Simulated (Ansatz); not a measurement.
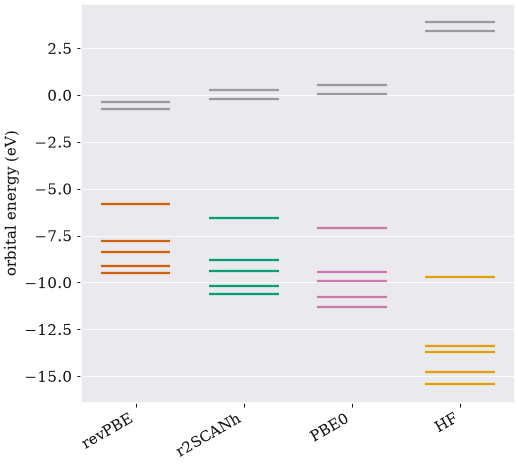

Frontier orbital energies of C₂H₅FGeO, SMILES C=C[O][GeH2][F], singlet at one geometry, def2-TZVPP, the Ansatz code 0.2.0, at a PBE0-D4/def2-TZVP geometry (a minimum by its frequencies). Empty levels are grey, levels within 0.1 eV stand side by side; all columns show the same few orbitals around the gap.

> How do the frontier levels move from column to column?

The separation grows from 5.06 eV (revPBE) to 13.11 eV (HF).

```
  level  HOMO (eV)  LUMO (eV)  separation (eV)
 revPBE      −5.81      −0.75             5.06
r2SCANh      −6.55      −0.22             6.33
   PBE0      −7.07       0.08             7.15
     HF      −9.69       3.42            13.11
```

Limits of at least one run: empty levels above zero depend strongly on the basis; no scalar relativity up to krypton; one conformer of a flexible molecule.
